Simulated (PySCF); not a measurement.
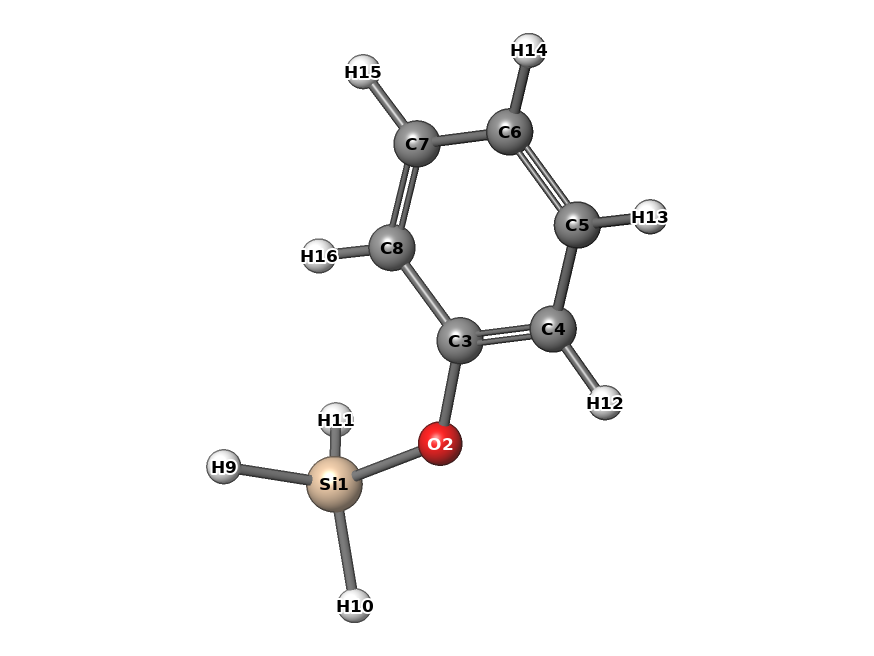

The computed structure is the end point of a PBE0-D3(BJ)/def2-SVP optimisation. No frequency run is at hand to confirm it as a minimum. Method: delta-SCF UKS SCAN, pcX-2 on the ionised atom, pcseg-1 elsewhere, spin-free X2C (PySCF 2.14.0).

Give the core-electron binding energies (to vacuum; p and d levels without spin–orbit splitting) of Si1 1s, Si1 2p, O2 1s, C3 1s, C4 1s, C5 1s, C6 1s.

```csv
atom,level,binding energy (eV)
Si1,1s,1847.6
Si1,2p,107.9
O2,1s,538.4
C3,1s,292.0
C4,1s,290.0
C5,1s,290.3
C6,1s,290.0
```
